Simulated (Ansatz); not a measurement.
The starting structures come from a database of crystals and need not be the phases stable at ambient conditions.

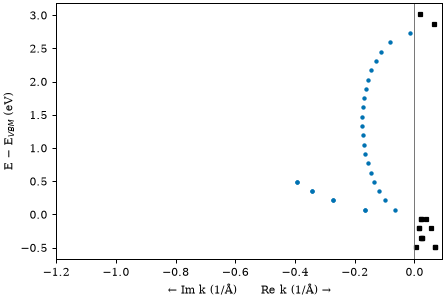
Fig. 1. Complex bands at the centre of the two-dimensional zone; r2SCAN run with Ansatz (a quantum-chemistry and plane-wave program)

The gap is the functional's own, uncorrected, and κ follows it; spin-orbit coupling is left out. Mid-gap values are interpolated between the computed energies.

Question: This is ZnS (P3m1, not sure to be the ambient phase, 28 atoms a cell, 19.6 Å³ an atom) along the normal of (001). Read off the slowest decay at the centre of the two-dimensional zone at 1.33 eV, the computed energy nearest the middle of the gap.

Answer: κ ≈ 0.17 1/Å, a decay length 1/(2κ) of the density of 2.9 Å.
